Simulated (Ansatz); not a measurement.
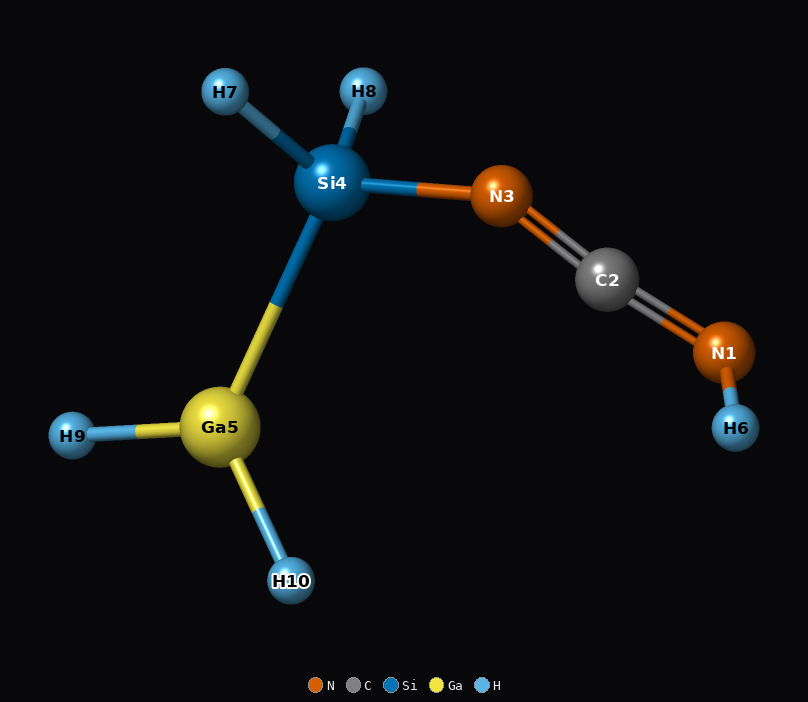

Harmonic vibrations computed with RKS PBE0-D4/def2-TZVP (Ansatz 0.2.0) at a stationary point of the same level.

**Minimum or transition state?**

A minimum: no imaginary frequency, and the lowest mode lies at 26 cm⁻¹.

**List the wavenumbers.**

24 modes: 26, 52, 90, 151, 276, 309, 344, 409, 552, 583, 595, 674, 736, 750, 823, 864, 930, 1435, 1947, 1956, 2200, 2205, 2298, 3663 cm⁻¹.
